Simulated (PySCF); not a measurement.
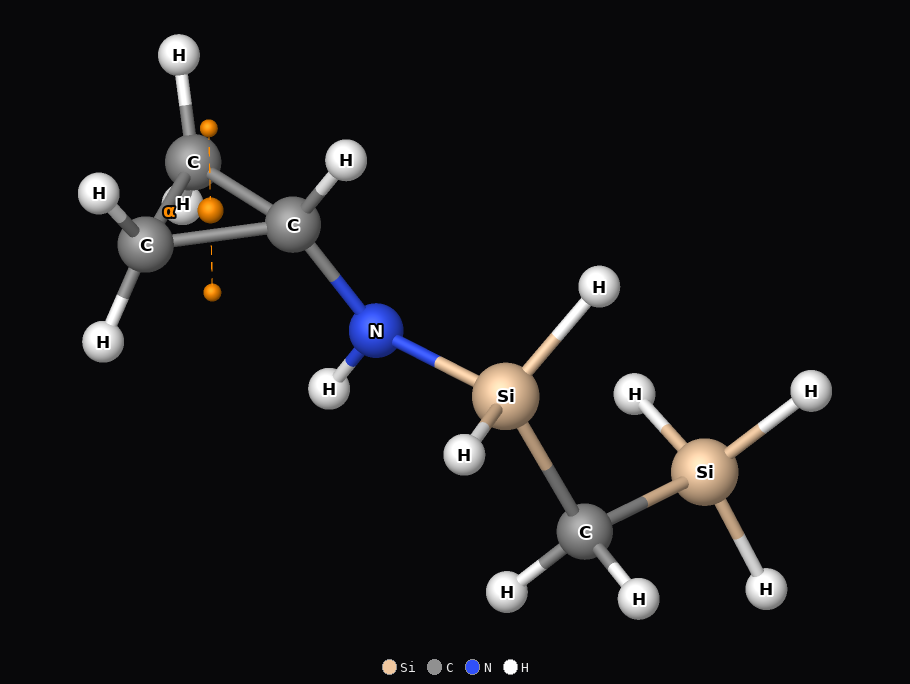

The small points mark where nucleus-independent chemical shifts (NICS) were computed: at the centre of each lettered ring and 1 Å above and below it. Geometry: an image of a reaction path computed with GFN2-xTB, not a minimum. Properties computed with GIAO PBE0/pcSseg-1 NMR shielding, non-relativistic, gas phase (PySCF 2.14.0).

Give NICS(0), NICS(1) and the out-of-plane component NICS(1)zz for each ring (means of the two sides).

```json
{"ring": "α", "members": "C3", "NICS(0)": "−40.6", "NICS(1)": "−8.2", "NICS(1)zz": "−20.4"}
```

Values in ppm.
